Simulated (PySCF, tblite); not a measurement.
# CH₁₁ClSi₄: geometry, infrared bands and NMR shifts

Aim: predict the infrared bands and NMR shifts of CH₁₁ClSi₄ (`[SiH3]C[Si@H](Cl)[SiH2][SiH3]`).

The runs use tblite 0.8.0 and PySCF 2.14.0, with density-fitted response routines of our own; the level of theory stands in each step. All values are computed, except where a source is named. Atoms are numbered from 0 throughout.

### Step 1. Starting geometry

17 atoms, charge 0, multiplicity 1; geometry from: force field or distance geometry start.

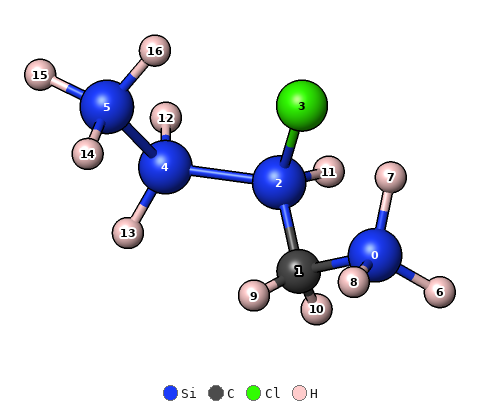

The starting geometry (silicon blue, carbon dark grey, chlorine green, hydrogen pink), atoms numbered; sticks join atoms by distance.

### Step 2. Relaxing the molecule with GFN2-xTB

What the job is given:

```
{"job": {"kind": "relax", "xc": "GFN2-xTB", "basis": "xTB"}, "charge": 0, "multiplicity": 1}
Si     2.880200     0.350800    -0.356500
C      1.512400     0.148400     0.922400
Si     0.255400    -0.940900     0.128700
Cl     0.333800    -0.500600    -1.943000
Si    -1.825100    -0.593700     0.808000
Si    -2.857300     0.748200    -0.678100
H      4.094800    -0.308800     0.131500
H      2.475600    -0.310400    -1.611100
H      3.105300     1.774600    -0.581100
H      1.155500     1.152200     1.190900
H      1.917900    -0.362100     1.834700
H      0.660700    -2.332900     0.339200
H     -2.533800    -1.889300     0.719300
H     -1.938100    -0.064000     2.150700
H     -2.473500     2.158900    -0.514300
H     -4.321900     0.630900    -0.516700
H     -2.449200     0.350700    -2.034500
```

Command:

```
$ OMP_NUM_THREADS=1 python probes_run.py task.json out
```

The driver reads the jobs from task.json and runs them one after another.

What it wrote:

```text
step      E/eV     max force
  0    -522.41166    1.442
  1    -522.55847    1.211
  2    -522.70221    1.014
  3    -522.79437    0.893
  4    -522.90065    0.958
  5    -522.97869    0.721
  6    -523.03066    0.418
  7    -523.05885    0.379
  8    -523.08321    0.360
  9    -523.10640    0.409
 10    -523.12971    0.374
 11    -523.15022    0.330
 12    -523.16305    0.250
 13    -523.17195    0.293
 14    -523.18166    0.259
 15    -523.19071    0.256
 16    -523.19773    0.212
 17    -523.20212    0.152
 18    -523.20503    0.126
 19    -523.20830    0.186
 20    -523.21323    0.237
 21    -523.21945    0.276
 22    -523.22575    0.240
 23    -523.23107    0.165
 24    -523.23462    0.166
 25    -523.23688    0.129
 26    -523.23879    0.136
 27    -523.24068    0.112
 28    -523.24298    0.169
 29    -523.24582    0.200
 30    -523.24876    0.166
 31    -523.25116    0.149
 32    -523.25280    0.083
 33    -523.25408    0.082
 34    -523.25544    0.090
 35    -523.25696    0.129
 36    -523.25870    0.131
 37    -523.26073    0.120
 38    -523.26267    0.099
 39    -523.26398    0.068
 40    -523.26477    0.061
 41    -523.26534    0.052
 42    -523.26590    0.054
 43    -523.26656    0.058
 44    -523.26726    0.056
 45    -523.26799    0.073
 46    -523.26883    0.081
 47    -523.26982    0.080
 48    -523.27072    0.058
 49    -523.27125    0.050
 50    -523.27156    0.048
 51    -523.27189    0.062
 52    -523.27238    0.079
 53    -523.27304    0.079
 54    -523.27363    0.054
 55    -523.27396    0.037
 56    -523.27416    0.040
 57    -523.27439    0.040
 58    -523.27485    0.061
 59    -523.27571    0.092
 60    -523.27707    0.116
 61    -523.27862    0.108
 62    -523.27999    0.088
 63    -523.28123    0.092
 64    -523.28291    0.138
 65    -523.28564    0.164
 66    -523.28869    0.168
 67    -523.28433    0.418
 68    -523.29220    0.104
 69    -523.29351    0.105
 70    -523.29899    0.203
 71    -523.30258    0.219
 72    -523.31174    0.144
 73    -523.31429    0.108
 74    -523.31620    0.091
 75    -523.31758    0.093
 76    -523.31977    0.138
 77    -523.32017    0.222
 78    -523.32299    0.089
 79    -523.32406    0.062
 80    -523.32548    0.071
 81    -523.32651    0.084
 82    -523.32827    0.126
 83    -523.33011    0.094
 84    -523.33178    0.095
 85    -523.33282    0.068
 86    -523.33344    0.074
 87    -523.33388    0.082
 88    -523.33467    0.089
 89    -523.33565    0.083
 90    -523.33673    0.078
 91    -523.33747    0.048
 92    -523.33785    0.035
 93    -523.33810    0.037
 94    -523.33841    0.046
 95    -523.33881    0.045
 96    -523.33925    0.043
 97    -523.33960    0.047
 98    -523.33980    0.032
 99    -523.33993    0.032
100    -523.34004    0.023
101    -523.34021    0.026
102    -523.34035    0.032
103    -523.34056    0.039
104    -523.34073    0.029
105    -523.34085    0.017
106    -523.34091    0.016
107    -523.34095    0.015
108    -523.34099    0.014
109    -523.34105    0.015
110    -523.34114    0.024
111    -523.34125    0.028
112    -523.34135    0.028
113    -523.34145    0.021
114    -523.34155    0.022
115    -523.34164    0.023
116    -523.34172    0.020
117    -523.34180    0.020
118    -523.34189    0.018
119    -523.34201    0.019
120    -523.34214    0.021
121    -523.34225    0.016
122    -523.34233    0.016
123    -523.34239    0.020
124    -523.34245    0.021
125    -523.34254    0.021
126    -523.34265    0.022
127    -523.34281    0.022
128    -523.34298    0.031
129    -523.34313    0.030
130    -523.34321    0.018
131    -523.34326    0.014
132    -523.34330    0.014
133    -523.34335    0.022
134    -523.34340    0.023
135    -523.34344    0.015
136    -523.34346    0.010
```

Wall time 1.2 s (1 thread of Arm Neoverse V2, shared host).

Along the way: (not every step is listed)

```csv
step,energy from step 0 (eV),largest force (eV/Å)
0,0.0000,1.4415
1,-0.1468,1.2109
2,-0.2906,1.0142
3,-0.3827,0.8933
4,-0.4890,0.9582
5,-0.5670,0.7212
6,-0.6190,0.4181
7,-0.6472,0.3786
8,-0.6716,0.3602
20,-0.8016,0.2366
32,-0.8411,0.0829
44,-0.8556,0.0564
56,-0.8625,0.0398
68,-0.8805,0.1042
80,-0.9138,0.0708
92,-0.9262,0.0346
104,-0.9291,0.0292
116,-0.9301,0.0195
128,-0.9313,0.0314
131,-0.9316,0.0137
132,-0.9316,0.0145
133,-0.9317,0.0215
134,-0.9317,0.0234
135,-0.9318,0.0154
136,-0.9318,0.0102
```

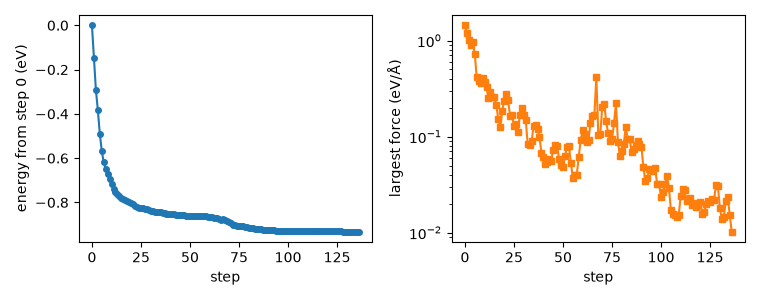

Energy and largest force along the relaxation.

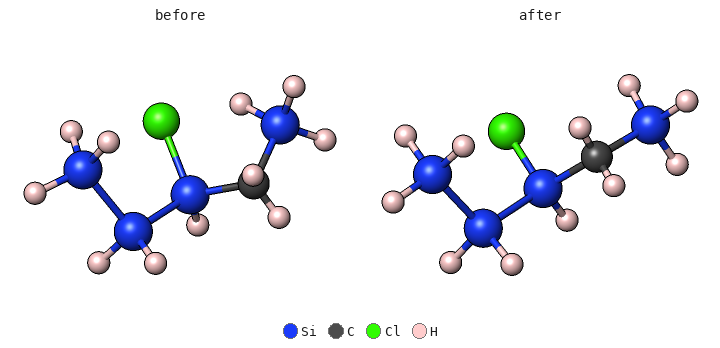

The geometry before (left) and after (right).

Close pairs (by a distance rule), those that changed most:

```csv
bond,before (Å),after (Å),change (Å)
Si2–Si4,2.216,2.323,+0.107
Si2–Cl3,2.119,2.047,-0.073
Si4–Si5,2.253,2.321,+0.068
C1–Si2,1.843,1.906,+0.063
C1–H10,1.121,1.091,-0.031
Si4–H13,1.448,1.475,+0.027
Si0–C1,1.883,1.905,+0.022
Si0–H7,1.475,1.462,-0.013
```

The next job starts from the end point, and lists it.

### Step 3. Harmonic vibrations with GFN2-xTB

What the job is given:

```
{"job": {"kind": "ir", "xc": "GFN2-xTB", "basis": "xTB"}, "charge": 0, "multiplicity": 1}
Si     3.240828     0.292063    -0.134906
C      1.399978     0.436616     0.334843
Si     0.302655    -1.080313    -0.022919
Cl     0.274160    -1.331237    -2.053881
Si    -1.880340    -0.757941     0.702004
Si    -3.133524     0.817689    -0.453120
H      3.855420    -0.772068     0.662672
H      3.375285    -0.003404    -1.560127
H      3.904728     1.564814     0.162621
H      0.980746     1.301448    -0.182733
H      1.330739     0.664481     1.399185
H      1.007610    -2.268138     0.477876
H     -2.580390    -2.053706     0.713345
H     -1.810433    -0.405412     2.132056
H     -2.580674     2.166855    -0.288831
H     -4.527057     0.891038    -0.005883
H     -3.166728     0.549247    -1.892113
```

What it wrote:

```text
mode    cm-1     km/mol
  1      11.5      0.09
  2      18.2      0.03
  3      36.3      0.44
  4      59.8      0.64
  5      83.0      0.76
  6     104.8      1.75
  7     119.0      2.10
  8     189.3      2.00
  9     194.2      7.71
 10     329.8     28.73
 11     373.5     23.80
 12     426.3     14.24
 13     445.1      2.52
 14     453.1     22.84
 15     487.9     12.93
 16     500.5     22.20
 17     522.7     36.24
 18     555.0      7.45
 19     592.0    834.25
 20     624.3     46.95
 21     633.8    138.82
 22     682.2     88.85
 23     717.3    127.67
 24     778.9    503.64
 25     782.3    169.02
 26     790.1    507.65
 27     793.7    321.71
 28     807.8     21.93
 29     812.8    110.90
 30     820.4    147.34
 31     832.5    171.33
 32    1026.6      1.83
 33    1142.6    119.24
 34    1457.4      0.30
 35    2143.9    292.58
 36    2157.3    165.52
 37    2168.1    220.26
 38    2220.4    328.35
 39    2235.9    344.54
 40    2242.7    418.32
 41    2249.1    206.34
 42    2251.6    317.50
 43    2281.1    243.13
 44    2960.3     37.59
 45    2976.5     16.00
```

Run time: 0.75 s. Hardware: 1 thread of Arm Neoverse V2, shared host.

Which atoms move in the most intense modes:

```csv
cm⁻¹,km/mol,atoms
592,834.2,"H11 46 %, H12 22 %, H13 12 %"
779,503.6,"H16 25 %, H14 23 %, H15 21 %"
790,507.6,"H6 32 %, H8 31 %, Si0 15 %"
794,321.7,"H8 44 %, H7 34 %"
2220,328.4,H14 93 %
2236,344.5,H15 93 %
2243,418.3,H8 92 %
2252,317.5,H6 91 %
```

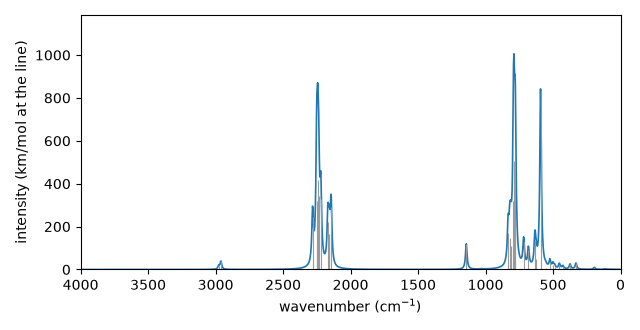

The infrared spectrum from these modes, unscaled. Lines are broadened to a width of 14 cm⁻¹ (Lorentzian).

### Step 4. NMR shieldings: PBE0/pcSseg-1

Settings changed since step 3:

```diff
@@ -1,2 +1,2 @@
-{"job": {"kind": "ir", "xc": "GFN2-xTB", "basis": "xTB"}, "charge": 0, "multiplicity": 1}
+{"job": {"kind": "nmr", "xc": "PBE0", "basis": "pcSseg-1"}, "charge": 0, "multiplicity": 1}
 Si     3.240828     0.292063    -0.134906
```

With the program's defaults for keys left out, this is: GIAO PBE0/pcSseg-1 NMR shielding, non-relativistic, gas phase.

What it wrote:

```text
coarse grid: 16032 points
cycle   1  E = -1662.1085221483  dE =  5.492e-03  |g| = 3.845e-01  |ddm| = 3.632e+00
cycle   2  E = -1662.0977543054  dE =  1.077e-02  |g| = 4.325e-01  |ddm| = 8.384e-01
cycle   3  E = -1662.1466363094  dE = -4.888e-02  |g| = 3.908e-02  |ddm| = 4.760e-01
cycle   4  E = -1662.1470032032  dE = -3.669e-04  |g| = 1.804e-02  |ddm| = 6.933e-02
cycle   5  E = -1662.1470856174  dE = -8.241e-05  |g| = 3.829e-03  |ddm| = 2.707e-02
cycle   6  E = -1662.1470889847  dE = -3.367e-06  |g| = 1.196e-03  |ddm| = 6.354e-03
final grid: 129752 points
cycle   7  E = -1662.1783712776  dE = -1.970e-05  |g| = 4.703e-03  |ddm| = 1.631e-02
cycle   8  E = -1662.1783691420  dE =  2.136e-06  |g| = 5.009e-03  |ddm| = 8.483e-03
cycle   9  E = -1662.1783754007  dE = -6.259e-06  |g| = 7.080e-04  |ddm| = 5.091e-03
cycle  10  E = -1662.1783755153  dE = -1.146e-07  |g| = 1.365e-04  |ddm| = 8.236e-04
cycle  11  E = -1662.1783755203  dE = -5.045e-09  |g| = 2.874e-05  |ddm| = 2.155e-04
cycle  12  E = -1662.1783755205  dE = -1.974e-10  |g| = 7.080e-06  |ddm| = 4.732e-05
converged SCF energy = -1662.1783755205

GIAO shielding tensors (ppm)
atom      isotropic    diamagn.    paramagn.     s11        s22        s33       span
  0 Si     424.650     878.723    -454.074    395.503    413.382    465.064     69.562
  1 C      188.427     260.538     -72.111    171.983    190.198    203.099     31.116
  2 Si     344.522     879.768    -535.245    294.318    356.350    382.900     88.582
  3 Cl     990.138    1150.520    -160.382    943.649    978.593   1048.172    104.523
  4 Si     471.912     881.468    -409.556    458.190    470.440    487.107     28.917
  5 Si     468.416     879.963    -411.546    457.950    467.701    479.598     21.649
  6 H       27.767      28.079      -0.312     24.167     25.875     33.260      9.094
  7 H       27.521      28.251      -0.730     23.146     27.510     31.906      8.760
  8 H       27.614      27.744      -0.130     23.681     25.353     33.808     10.126
  9 H       31.547      34.900      -3.353     26.487     30.790     37.365     10.878
 10 H       31.927      33.556      -1.629     25.677     30.539     39.563     13.886
 11 H       26.037      29.803      -3.767     23.455     23.662     30.993      7.539
 12 H       28.186      29.320      -1.134     24.393     25.794     34.371      9.979
 13 H       28.453      30.095      -1.642     24.661     26.343     34.355      9.694
 14 H       28.180      29.581      -1.401     24.374     26.768     33.398      9.023
 15 H       28.112      28.217      -0.105     24.476     25.289     34.571     10.095
 16 H       28.068      29.126      -1.058     24.000     27.126     33.077      9.076
```

Run time: 29 s. Hardware: 1 thread of Arm Neoverse V2, shared host; peak memory 0.9 GiB.

Shifts follow as δ = σ(reference) − σ, with reference shieldings (ppm) from runs at the same level and on the same kind of geometry: 1H TMS 31.72, 13C TMS 186.9, 29Si TMS 349.2, 35Cl HCl 950. The references are single molecules in the gas phase. Atoms listed in one row are averaged.

```csv
atoms,environment,σ (ppm),δ (ppm),δ scaled to CDCl3
C1,sp3 CH2 bonded to 2 Si,188.4,-1.5,-3.4
H11,"hydrogen on a silicon bonded to C, Cl, Si",26.04,5.68,–
"H6, H7, H8",hydrogen on a silicon bonded to C,27.63,4.08,–
"H14, H15, H16",hydrogen on a silicon bonded to Si,28.12,3.60,–
H12,hydrogen on a silicon bonded to 2 Si,28.19,3.53,–
H13,hydrogen on a silicon bonded to 2 Si,28.45,3.26,–
H9,hydrogen on an sp3 CH2 bonded to 2 Si,31.55,0.17,0.27
H10,hydrogen on an sp3 CH2 bonded to 2 Si,31.93,-0.21,-0.09
Si2,"silicon bonded to C, Cl, Si, H",344.5,4.6,–
Si0,"silicon bonded to C, 3 H",424.6,-75.5,–
Si5,"silicon bonded to Si, 3 H",468.4,-119.3,–
Si4,"silicon bonded to 2 Si, 2 H",471.9,-122.8,–
Cl3,chlorine bonded to Si,990,-40,–
```

The scaled column applies a straight-line fit of computed shieldings to shifts measured in CDCl3, with any fitted terms for Cl, Br or S neighbours (root-mean-square error 0.16 ppm for H, 1.9 ppm for C).

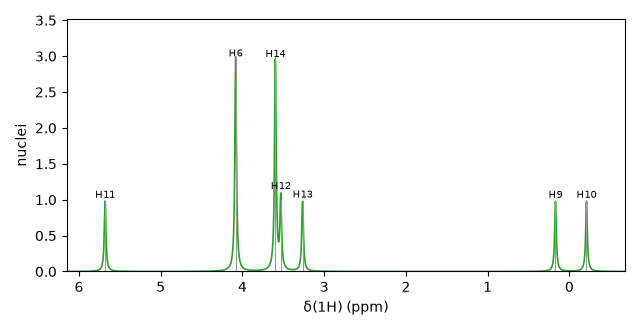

1H lines at the computed shifts, without couplings. Lines are broadened to a width of 0.02 ppm (Lorentzian).

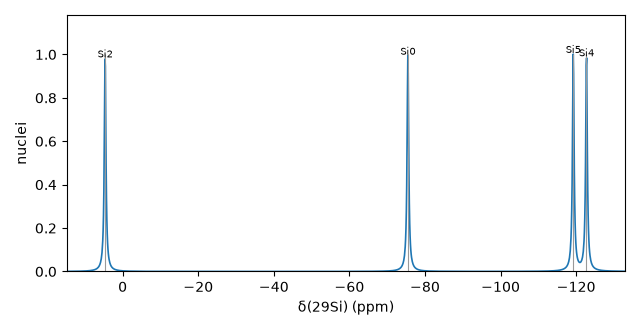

29Si lines at the computed shifts, without couplings. Lines are broadened to a width of 0.51 ppm (Lorentzian).

The run also stored atomic charges by several schemes (e):

```csv
atoms,Mulliken,IAO,Hirshfeld,ESP fit
Si0,0.50,0.61,0.31,0.39
C1,-0.86,-0.82,-0.25,-0.35
Si2,0.56,0.68,0.28,0.32
Cl3,-0.33,-0.33,-0.13,-0.21
Si4,-0.02,0.12,0.14,0.04
Si5,0.22,0.31,0.22,0.23
```

Hirshfeld charges:

Si0 0.31; C1 -0.25; Si2 0.28; Cl3 -0.13; Si4 0.14; Si5 0.22; H6 -0.08; H7 -0.08; H8 -0.08; H9 0.04; H10 0.04; H11 -0.07; H12 -0.07; H13 -0.07; H14 -0.07; H15 -0.07; H16 -0.07

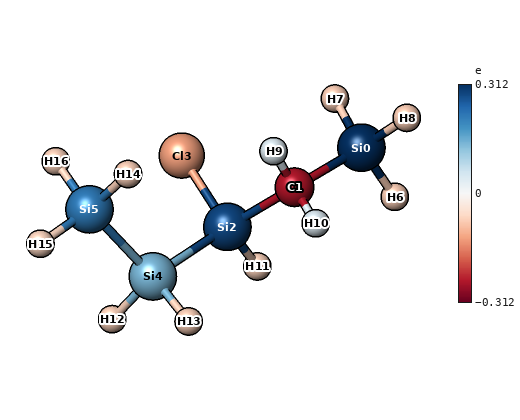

Hirshfeld charges, as colours on the atoms.

Mayer bond orders: Si0–C1 0.90, C1–Si2 0.91, Si2–Cl3 0.94, Si2–Si4 0.89, Si4–Si5 0.90.

### Step 5. What came out

| quantity | value |
| --- | --- |
| strongest single infrared mode (GFN2-xTB) | 592 cm⁻¹, 834 km/mol |
| zero-point energy (GFN2-xTB) | 63.0 kcal/mol |
| 13C shifts against TMS (PBE0/pcSseg-1) | -1.5 ppm |
| 1H shifts against TMS (PBE0/pcSseg-1, means over atoms taken as alike) | 5.68, 4.08, 3.60, 3.53, 3.26, 0.17, -0.21 ppm |
| 29Si shifts against TMS (PBE0/pcSseg-1) | 4.6, -75.5, -119.3, -122.8 ppm |
| 35Cl shifts against HCl (PBE0/pcSseg-1) | -40 ppm |

What this shows: Relaxing lowered the energy by 0.932 eV in 136 steps; the close pair that moved most is Si2–Si4, from 2.216 to 2.323 Å. All 45 modes are real, so the xTB geometry is a minimum. The strongest single mode, at 592 cm⁻¹, is carried by H11, H12, H13. Unscaled tight-binding wavenumbers are off by several per cent, some by more. Its intensities can rank the bands wrongly. At PBE0/pcSseg-1: The largest span, 105 ppm, is at Cl3, where the paramagnetic term is -160 ppm.
